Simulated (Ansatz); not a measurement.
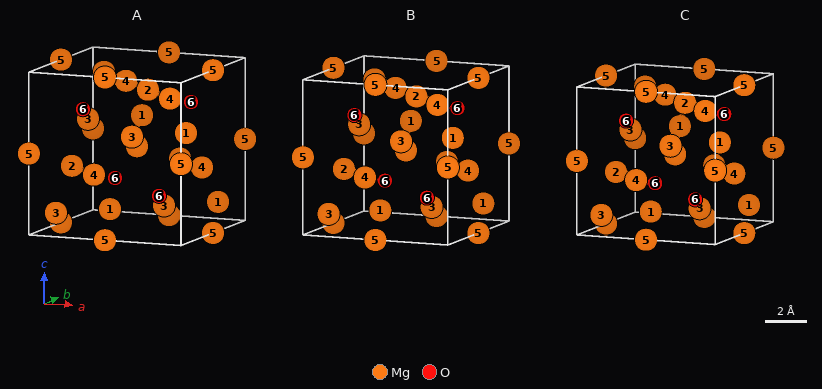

3 geometries from one relaxation of solid Mg₅O (a generated structure, set up in F-43m) (coarse preliminary run), in shuffled order. Style: ball-and-stick. Shown: the conventional cell (4 times the calculation's cell), slightly off an axis. Lengths and directions refer to the drawn axes.

Computed with DFT PBE, scalar-relativistic, plane waves, PAW in Ansatz. Settings: plane-wave cutoff 420 eV; k-point mesh 4 × 4 × 4; occupations gaussian; smearing width 0.1 eV; collinear spin; cell and atoms relaxed; force threshold 0.04 eV/Å; at most 70 steps.

Q: Put them in the order of the run, from the start to the converged end.

A: C, B, A. They are steps 0, 1, 6, at +241 meV per atom, +61.1 meV per atom relative to the last. The largest moves relative to the cell, 0.010 Å, are those of Mg1, Mg2, Mg3 and Mg4. Mg4 goes along [−1 1 −1]. O stays in place. The volume changes by +33.1 %, with a = b = c 7.329 → 8.062 Å (+10.0 %). Among the contacts that change: Mg1–Mg2 2.575 → 2.850 Å, Mg1–Mg2 (another image) 2.607 → 2.851 Å. The space group stays F-43m (No. 216). After 4 accepted moves (6 points after the start) the energy has fallen by 241 meV per atom. Largest force component: 0.15 eV/Å at the start, 0.0022 eV/Å at the end. Pressure: 17.67 GPa at the start and 0.21 GPa at the end. At 2 points the geometry stayed and the basis and grid were re-selected for the new cell (energy shift of 14.3 meV per atom at most each time). Cost: 49 s on 1 thread of Intel(R) Xeon(R) Platinum 8259CL CPU @ 2.50GHz (Skylake/Cascade Lake), on a shared host, peak memory 0.43 GiB.
